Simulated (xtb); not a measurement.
# Frequency calculation, with input and output: C2H6InO

C2H6InO, multiplicity 2, SMILES [CH2][In]([CH3])[OH], computed with GFN1-xTB (xtb 6.7.1 later snapshot).

The geometry was optimised with GFN1-xTB.

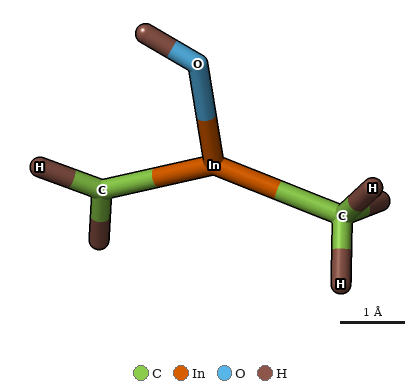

Figure 1. The input geometry (stick view, seen at a tilt). Sticks mark near contacts.

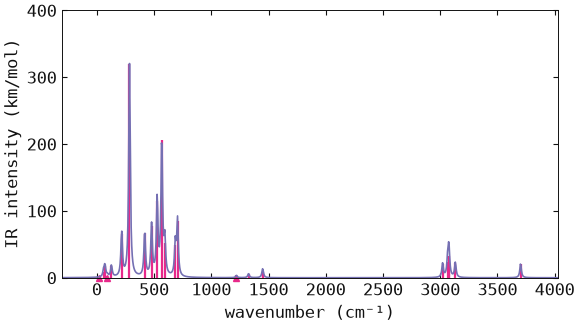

Figure 2. Harmonic infrared spectrum, unscaled: sticks (degenerate modes added up, dark ones marked on the axis) with a Lorentzian envelope of 16 cm⁻¹ full width, scaled to the tallest stick. 24 modes from 19 to 3702 cm⁻¹, none imaginary. The strongest line is at 286 cm⁻¹ (320 km/mol).

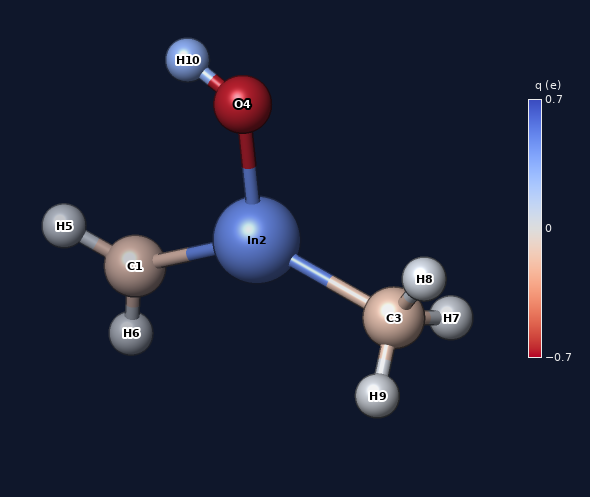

Figure 3. Mulliken charges, as the colour of each atom (ball-and-stick view, seen at a tilt; atoms are numbered from 1 in the order of the input). By element: C −0.15 to −0.14, In +0.47, O −0.67 and H +0.03 to +0.31 e.

The input and output of the run follow.

Input file (input.xyz):
```
10
C2H6InO
C     -1.65023400     1.32839100    -0.76050300
In     0.06035500     0.10236600    -0.19064000
C      0.57915500    -1.35263200     1.37400100
O      1.60590000     0.32246700    -1.48170100
H     -1.54690100     2.19056500    -1.40743300
H     -2.58494600     1.32082400    -0.21343200
H      0.02308600    -2.27755000     1.22174600
H      1.64355600    -1.57528100     1.33345900
H      0.33915600    -0.96522900     2.36341700
H      1.53088300     0.90608000    -2.23893300
```

File detailed.inp:
```
$hess
   step=0.0002
$end
```

Run as:
```bash
xtb input.xyz -I detailed.inp --uhf 1 --gfn 1 --hess | tee run.log
```

The program's output:
```
* xtb version 6.7.1
   ID    Z sym.   atoms
    1    6 C      1, 3
    2   49 In     2
    3    8 O      4
    4    1 H      5-10

           -------------------------------------------------
          |                Calculation Setup                |
           -------------------------------------------------

          program call               : xtb input.xyz -I detailed.inp --uhf 1 --gfn 1 --hess
          coordinate file            : input.xyz
          omp threads                :                     1

           -------------------------------------------------
          |                 G F N 1 - x T B                 |
           -------------------------------------------------

      * Hamiltonian:
        H0-scaling (s, p, d)           1.850000    2.250000    2.000000
        zeta-weighting                 0.000000
      * Dispersion:
        s8                             2.400000
        a1                             0.630000
        a2                             5.000000
        s9                             0.000000
      * Repulsion:
        kExp                           1.500000
        rExp                           1.000000
      * Coulomb:
        alpha                          2.000000
        third order                    atomic
        anisotropic                    false
      * Halogen bond correction:
        rad-scale                      1.300000
        damping                        0.440000

          ...................................................
          :                      SETUP                      :
          :.................................................:
          :  # basis functions                  34          :
          :  # atomic orbitals                  33          :
          :  # shells                           21          :
          :  # electrons                        23          :
          :  # halogen bonds                     0          :
          :  max. iterations                   250          :
          :  Hamiltonian                  GFN1-xTB          :
          :  restarted?                      false          :
          :  GBSA solvation                  false          :
          :  PC potential                    false          :
          :  electronic temp.          300.0000000     K    :
          :  accuracy                    1.0000000          :
          :  -> integral cutoff          0.2500000E+02      :
          :  -> integral neglect         0.1000000E-07      :
          :  -> SCF convergence          0.1000000E-05 Eh   :
          :  -> wf. convergence          0.2000000E-04 e    :
          :  Broyden damping             0.4000000          :
          :  net charge                          0          :
          :  unpaired electrons                  1          :
          ...................................................

 iter      E             dE          RMSdq      gap      omega  full diag
   1    -13.6568588 -0.136569E+02  0.702E+00    3.37       0.0  T
   2    -13.6747160 -0.178572E-01  0.422E+00    3.71       1.0  T
   3    -13.6749273 -0.211251E-03  0.560E-01    3.69       1.0  T
   4    -13.6754323 -0.504989E-03  0.943E-02    3.77       1.0  T
   5    -13.6755106 -0.783571E-04  0.280E-02    3.71       1.1  T
   6    -13.6755145 -0.383185E-05  0.793E-03    3.72       4.0  T
   7    -13.6755147 -0.190756E-06  0.564E-04    3.72      56.0  T
   8    -13.6755147 -0.921517E-09  0.124E-04    3.72     254.5  T
   9    -13.6755147 -0.108278E-09  0.241E-05    3.72    1312.9  T

   *** convergence criteria satisfied after 9 iterations ***

         #    Occupation            Energy/Eh            Energy/eV
      -------------------------------------------------------------
         1        2.0000           -0.7061875             -19.2163
       ...           ...                  ...                  ...
         6        2.0000           -0.5066650             -13.7871
         7        2.0000           -0.5061150             -13.7721
         8        2.0000           -0.5002469             -13.6124
         9        2.0000           -0.4358533             -11.8602
        10        2.0000           -0.4320596             -11.7569
        11        2.0000           -0.4098840             -11.1535
        12        1.0000           -0.3577501              -9.7349 (HOMO)
        13                         -0.2209962              -6.0136 (LUMO)
        14                         -0.1397876              -3.8038
        15                         -0.1363638              -3.7106
        16                         -0.1294056              -3.5213
        17                         -0.1253509              -3.4110
       ...                                ...                  ...
        33                          0.6129583              16.6794
      -------------------------------------------------------------
                  HL-Gap            0.1367539 Eh            3.7213 eV
             Fermi-level           -0.3365951 Eh           -9.1592 eV

 SCC (total)                   0 d,  0 h,  0 min,  0.006 sec
 SCC setup                      ...        0 min,  0.000 sec (  1.078%)
 Dispersion                     ...        0 min,  0.000 sec (  0.721%)
 classical contributions        ...        0 min,  0.000 sec (  0.117%)
 integral evaluation            ...        0 min,  0.001 sec ( 22.825%)
 iterations                     ...        0 min,  0.002 sec ( 33.008%)
 molecular gradient             ...        0 min,  0.003 sec ( 39.753%)
 printout                       ...        0 min,  0.000 sec (  2.285%)

         :::::::::::::::::::::::::::::::::::::::::::::::::::::
         ::                     SUMMARY                     ::
         :::::::::::::::::::::::::::::::::::::::::::::::::::::
         :: total energy             -13.557793407469 Eh    ::
         :: gradient norm              0.000051405551 Eh/a0 ::
         :: HOMO-LUMO gap              3.721262335807 eV    ::
         ::.................................................::
         :: SCC energy               -13.675514667542 Eh    ::
         :: -> electrostatic           0.067520097969 Eh    ::
         :: repulsion energy           0.120122439424 Eh    ::
         :: dispersion energy         -0.002401179350 Eh    ::
         :: halogen bond corr.         0.000000000000 Eh    ::
         :: add. restraining           0.000000000000 Eh    ::
         :: total charge               0.000000000000 e     ::
         :::::::::::::::::::::::::::::::::::::::::::::::::::::

           -------------------------------------------------
          |                Numerical Hessian                |
           -------------------------------------------------
step length          :   0.00020
SCC accuracy         :   0.30000
Hessian scale factor :   1.00000
frozen atoms in %    :   0.00000    0
RMS gradient         :   0.00005
estimated CPU  time      0.00 min

writing file <hessian>, containing the non-mass-weighted Hessian matrix in atomic units (Eₕ/Bohr²).

 projected vibrational frequencies (cm⁻¹)
eigval :       -0.00     0.00     0.00     0.00     0.00     0.00
eigval :       18.99    59.36    71.18    92.46   127.86   217.09
eigval :      285.57   418.51   478.48   527.50   567.58   593.84
eigval :      685.64   705.07  1219.85  1325.68  1447.55  1451.25
eigval :     3020.92  3065.03  3074.47  3078.81  3132.31  3702.21
           -------------------------------------------------
          |                Property Printout                |
           -------------------------------------------------

    * Orbital Energies and Occupations

         #    Occupation            Energy/Eh            Energy/eV
      -------------------------------------------------------------
         1        2.0000           -0.7061873             -19.2163
         2        2.0000           -0.6481034             -17.6358
         3        2.0000           -0.6036863             -16.4271
         4        2.0000           -0.5775542             -15.7161
         5        2.0000           -0.5117571             -13.9256
         6        2.0000           -0.5066652             -13.7871
         7        2.0000           -0.5061153             -13.7721
         8        2.0000           -0.5002470             -13.6124
         9        2.0000           -0.4358529             -11.8602
        10        2.0000           -0.4320593             -11.7569
        11        2.0000           -0.4098843             -11.1535
        12        1.0000           -0.3577504              -9.7349 (HOMO)
        13                         -0.2209964              -6.0136 (LUMO)
        14                         -0.1397877              -3.8038
        15                         -0.1363638              -3.7106
        16                         -0.1294056              -3.5213
        17                         -0.1253510              -3.4110
        18                         -0.1216608              -3.3106
        19                         -0.1031260              -2.8062
        20                         -0.0789946              -2.1496
        21                         -0.0724869              -1.9725
        22                         -0.0147077              -0.4002
        23                          0.0081679               0.2223
       ...                                ...                  ...
        33                          0.6129582              16.6794
      -------------------------------------------------------------
                  HL-Gap            0.1367540 Eh            3.7213 eV
             Fermi-level           -0.3365954 Eh           -9.1592 eV

  Mulliken/CM5 charges         n(s)   n(p)   n(d)
     1     -0.14656 -0.25209   1.111  3.036  0.000
     2      0.47161  0.51698   1.550  0.877  0.101
     3     -0.14193 -0.29337   0.995  3.147  0.000
     4     -0.66694 -0.88349   1.653  5.013  0.000
     5      0.03523  0.08642   0.965  0.000  0.000
     6      0.02730  0.07823   0.973  0.000  0.000
     7      0.03263  0.08379   0.967  0.000  0.000
     8      0.04762  0.09932   0.952  0.000  0.000
     9      0.02865  0.07974   0.971  0.000  0.000
    10      0.31238  0.48446   0.688  0.000  0.000

Wiberg/Mayer (AO) data.
largest (>0.10) Wiberg bond orders for each atom

 ---------------------------------------------------------------------------
     #   Z sym  total        # sym  WBO       # sym  WBO       # sym  WBO
 ---------------------------------------------------------------------------
     1   6      3.102 --     6      0.985     5      0.982     2      0.740
                             3      0.270     4      0.120
     2  49      2.332 --     4      0.825     1      0.740     3      0.665
     3   6      3.988 --     9      0.978     8      0.977     7      0.975
                             2      0.665     1      0.270     4      0.106
     4   8      1.951 --    10      0.891     2      0.825     1      0.120
                             3      0.106
     5   1      1.006 --     1      0.982
     6   1      1.008 --     1      0.985
     7   1      1.004 --     3      0.975
     8   1      1.000 --     3      0.977
     9   1      1.005 --     3      0.978
    10   1      0.907 --     4      0.891
 ---------------------------------------------------------------------------

Topologies differ in total number of bonds
Writing topology from bond orders to xtbtopo.mol

 dipole moment from electron density (au)
     X       Y       Z
  -1.0846   0.3300   0.4569  total (Debye):    3.107

           -------------------------------------------------
          |               Frequency Printout                |
           -------------------------------------------------
 projected vibrational frequencies (cm⁻¹)
eigval :       -0.00     0.00     0.00     0.00     0.00     0.00
eigval :       18.99    59.36    71.18    92.46   127.86   217.09
eigval :      285.57   418.51   478.48   527.50   567.58   593.84
eigval :      685.64   705.07  1219.85  1325.68  1447.55  1451.25
Molecule has no symmetry elements
It seems to be the C1 point group
eigval :     3020.92  3065.03  3074.47  3078.81  3132.31  3702.21
 reduced masses (amu)
    1:      5.27    2:     11.71    3:      8.96    4:      9.52    5:      3.66    6:      4.67
    7:      1.04    8:      1.08    9:      4.76   10:      3.11   11:      3.64   12:      1.25
   13:      1.09   14:      7.46   15:      5.37   16:      4.23   17:      1.14   18:      1.18
   19:      1.16   20:      1.17   21:      1.21   22:      1.12   23:      1.07   24:      1.07
   25:      1.03   26:      1.10   27:      1.05   28:      1.10   29:      1.11   30:      1.07
 IR intensities (km·mol⁻¹)
    1:      2.40    2:      0.35    3:      0.88    4:      0.21    5:      0.48    6:      1.22
    7:      0.07    8:      9.07    9:     17.58   10:      2.84   11:     17.62   12:     66.06
   13:    320.46   14:     67.53   15:     77.04   16:    114.72   17:    206.32   18:     52.36
   19:     48.58   20:     84.71   21:      3.45   22:      6.19   23:      8.58   24:      5.62
   25:     20.71   26:     23.56   27:     32.58   28:     14.20   29:     22.33   30:     21.11
 Raman intensities (Ä⁴*amu⁻¹)
    1:      0.00    2:      0.00    3:      0.00    4:      0.00    5:      0.00    6:      0.00
    7:      0.00    8:      0.00    9:      0.00   10:      0.00   11:      0.00   12:      0.00
   13:      0.00   14:      0.00   15:      0.00   16:      0.00   17:      0.00   18:      0.00
   19:      0.00   20:      0.00   21:      0.00   22:      0.00   23:      0.00   24:      0.00
   25:      0.00   26:      0.00   27:      0.00   28:      0.00   29:      0.00   30:      0.00
 output can be read by thermo (or use thermo option).
 writing <g98.out> molden fake output.
 recommended (thermochemical) frequency scaling factor: 1.0
           -------------------------------------------------
          |             Thermodynamic Functions             |
           -------------------------------------------------

c1  symmetry found (for desy threshold:  0.10E+00) used in thermo

          ...................................................
          :                      SETUP                      :
          :.................................................:
          :  # frequencies                          24      :
          :  # imaginary freq.                       0      :
          :  linear?                             false      :
          :  only rotor calc.                    false      :
          :  symmetry                               c1      :
          :  rotational number                       1      :
          :  scaling factor                  1.0000000      :
          :  rotor cutoff                   50.0000000 cm⁻¹ :
          :  imag. cutoff                  -20.0000000 cm⁻¹ :
          :.................................................:

    mode    ω/cm⁻¹     T·S(HO)/kcal·mol⁻¹    T·S(FR)/kcal·mol⁻¹   T·S(vib)
   ------------------------------------------------------------------------
       1     18.99    -2.00864 (  2.04%)    -1.34160 ( 97.96%)    -1.35520
       2     59.36    -1.33526 ( 66.51%)    -1.00518 ( 33.49%)    -1.22472
       3     71.18    -1.22852 ( 80.42%)    -0.95147 ( 19.58%)    -1.17427
       4     92.46    -1.07552 ( 92.12%)    -0.87407 (  7.88%)    -1.05965
       5    127.86    -0.88787 ( 97.72%)    -0.77814 (  2.28%)    -0.88536
       6    217.09    -0.59129 ( 99.72%)    -0.62143 (  0.28%)    -0.59138
       7    285.57    -0.44725 ( 99.91%)    -0.54024 (  0.09%)    -0.44733
   ------------------------------------------------------------------------

   temp. (K)  partition function   enthalpy   heat capacity  entropy
                                   cal/mol     cal/K/mol   cal/K/mol   J/K/mol
 298.15  VIB  0.333E+04             3927.497     19.979     26.488
         ROT  0.129E+06              888.727      2.981     26.372
         INT  0.432E+09             4816.224     22.960     52.861
         TR   0.624E+26             1481.212      4.968     41.135
         TOT                        6297.4364    27.9278    93.9962   393.2799

       T/K    H(0)-H(T)+PV         H(T)/Eh          T*S/Eh         G(T)/Eh
   ------------------------------------------------------------------------
    298.15    0.100356E-01    0.769390E-01    0.446606E-01    0.322784E-01
   ------------------------------------------------------------------------

         :::::::::::::::::::::::::::::::::::::::::::::::::::::
         ::                  THERMODYNAMIC                  ::
         :::::::::::::::::::::::::::::::::::::::::::::::::::::
         :: total free energy         -13.525514964721 Eh   ::
         ::.................................................::
         :: total energy              -13.557793407472 Eh   ::
         :: zero point energy           0.066903444430 Eh   ::
         :: G(RRHO) w/o ZPVE           -0.034625001679 Eh   ::
         :: G(RRHO) contrib.            0.032278442751 Eh   ::
         :::::::::::::::::::::::::::::::::::::::::::::::::::::

           -------------------------------------------------
          | TOTAL ENERGY              -13.557793407472 Eh   |
          | TOTAL ENTHALPY            -13.480854359305 Eh   |
          | TOTAL FREE ENERGY         -13.525514964721 Eh   |
          | GRADIENT NORM               0.000051456932 Eh/α |
          | HOMO-LUMO GAP               3.721265290790 eV   |
           -------------------------------------------------

------------------------------------------------------------------------
------------------------------------------------------------------------
 total:
 *  cpu-time:     0 d,  0 h,  0 min,  0.298 sec
 * ratio c/w:     1.000 speedup
 SCF:
 *  cpu-time:     0 d,  0 h,  0 min,  0.006 sec
 * ratio c/w:     1.000 speedup
 analytical hessian:
 *  cpu-time:     0 d,  0 h,  0 min,  0.286 sec
 * ratio c/w:     1.000 speedup
```

Standard error:
```
normal termination of xtb
```

Results in brief:

```json
{"quantity": "outcome", "value": "converged"}
{"quantity": "electrons treated", "value": "23"}
{"quantity": "total energy", "value": "−13.557793 hartree"}
{"quantity": "dispersion energy", "value": "−0.002401 hartree"}
{"quantity": "basis functions", "value": "34"}
{"quantity": "zero-point energy", "value": "0.066903 hartree"}
{"quantity": "dipole moment", "value": "3.11 D"}
{"quantity": "wavenumbers, lowest and highest", "value": "19 and 3702 cm⁻¹"}
{"quantity": "hardware", "value": "1 thread of Arm Neoverse V1, 24 GiB of memory available, shared host"}
{"quantity": "peak memory", "value": "0.073 GiB"}
```

The record of the run, not the program, notes: no spin polarisation: high-spin states lie too high.
